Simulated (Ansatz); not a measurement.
Process, species as SMILES: [GeH3] (GeH3) → Ge atom + 3 H atom
B3LYP-D3(BJ)/def2-TZVP geometries, fixed; electronic energies without zero-point terms.
Largest species:
```
Ge
H 1 1.5431
H 1 1.5431 2 110.72
H 1 1.5431 2 110.72 3 -123.21
```
Charge 0, spin multiplicity 2.

Basis-set convergence of the atomisation energy at CCSD(T) with Ansatz (a program for electronic structure). Cartesian d functions, on some or all atoms, in 6-31G, 6-31G**; all else is spherical. Cores are frozen (with 3d on Ga to Br). Open shells are unrestricted. No added dispersion term, no relativity. Functions are those of the species that has most. Reference: Hartree-Fock in aug-cc-pVQZ plus the correlation part extrapolated as X^-3 from aug-cc-pVTZ and aug-cc-pVQZ, 206.24 kcal/mol, itself unsure by roughly 0.60 kcal/mol (a third of the extrapolation step and of the last Hartree-Fock step). Deviations are taken from unrounded values.

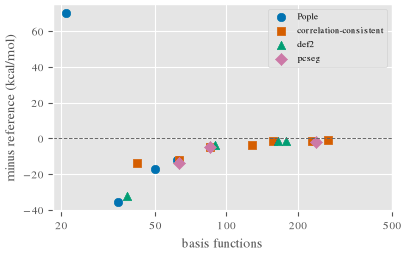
Fig. 1. Deviation from the reference against the number of basis functions, by family of sets.

| basis | functions | atomisation energy (kcal/mol) | minus reference (kcal/mol) |
|---|---|---|---|
| STO-3G | 21 | 276.22 | 69.98 |
| 6-31G | 35 | 170.84 | -35.40 |
| def2-SV(P) | 38 | 174.10 | -32.14 |
| cc-pVDZ | 42 | 192.24 | -13.99 |
| 6-31G** | 50 | 189.41 | -16.83 |
| 6-311G** | 62 | 193.91 | -12.32 |
| aug-cc-pVDZ | 63 | 194.46 | -11.78 |
| aug-pcseg-1 | 63 | 192.74 | -13.49 |
| cc-pVTZ | 85 | 201.61 | -4.62 |
| pcseg-2 | 85 | 201.27 | -4.96 |
| def2-TZVPP | 90 | 202.33 | -3.90 |
| aug-cc-pVTZ | 128 | 202.71 | -3.53 |
| cc-pVQZ | 158 | 204.59 | -1.64 |
| def2-QZVP | 165 | 204.62 | -1.61 |
| def2-QZVPP | 179 | 204.67 | -1.56 |
| aug-cc-pVQZ | 231 | 204.97 | -1.26 |
| aug-pcseg-3 | 240 | 204.44 | -1.80 |
| cc-pV5Z | 269 | 205.25 | -0.99 |
